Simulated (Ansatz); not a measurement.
# Al: response to strain

Base system: Al in the fcc (Cu type) structure (space group Fm-3m, No. 225; relaxed with 0.1 eV smearing).

```yaml
crystal:
  lattice:
    - [0.00000, 1.99194, 1.99194]
    - [1.99194, 0.00000, 1.99194]
    - [1.99194, 1.99194, 0.00000]
  atoms:
    - { symbol: Al, position: [0.00000, 0.00000, 0.00000] }
```

Cartesian axes are those of the cell as printed.

Strains are applied to the cell and any free atomic positions relax; under biaxial strain the out-of-plane vector relaxes too.

Method: LDA (Ansatz, a quantum-chemistry and plane-wave program; PAW; 420 eV plane waves; no spin-orbit coupling).

Notes on the quantities. energy relative to the base: free energy F.

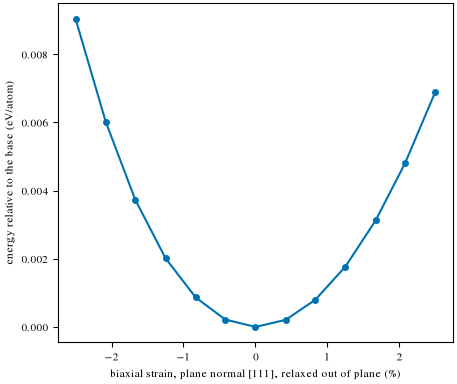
Figure: Energy relative to the base against biaxial strain, plane normal [111], relaxed out of plane

### Question
From the plot, what is the energy relative to the base for biaxial strain −2.50 %, plane normal [111], relaxed out of plane?

### Answer
About 0.0090 eV/atom.

### Question
Is the trend monotonic over the range shown?

### Answer
No, it turns within the range, spanning 0 meV/atom to +9.0 meV/atom.

No phonon test of stability was made.
